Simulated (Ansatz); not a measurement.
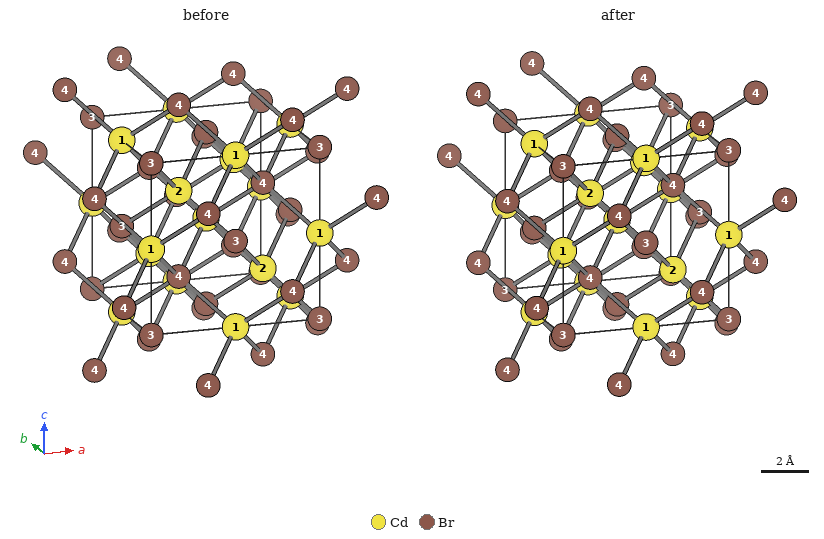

The structure of crystalline CdBr (built on the NaTl (B32)_227 type) before (left) and after (right) a relaxation, at one scale.

A ball-and-stick model of the conventional cell (4 times the calculation's cell), seen slightly off an axis. Lengths and directions refer to the drawn axes.

Case: NaTl (B32) type (Fd-3m, No. 227).

The calculation used DFT PBE, scalar-relativistic, plane waves, PAW in Ansatz 0.2.0. Settings: plane-wave cutoff 420 eV; k-point mesh 10 × 10 × 10; occupations gaussian; smearing width 0.1 eV; no spin polarisation; cell and atoms relaxed; force threshold 0.01 eV/Å; at most 80 steps.

Summarise the run.

No atom moves by more than 0.005 Å relative to the cell. Cell: a = b = c 7.720 → 7.586 Å (−1.7 %). Volume −5.1 %. Among the contacts that change: Cd1–Br4 3.343 → 3.285 Å. The space group stays Fd-3m (No. 227). Over 3 accepted moves (4 points after the start) the energy falls by 6.3 meV per atom. All forces vanish by symmetry, so only the cell relaxes. Pressure: −1.29 GPa at the start and 0.00 GPa at the end. At 1 point the geometry stayed and the basis and grid were re-selected for the new cell (energy shift of 0.3 meV per atom at most each time). Cost: 21 s on 1 thread of Intel(R) Xeon(R) 6975P-C (Granite Rapids) (shared host), peak memory 0.49 GiB.
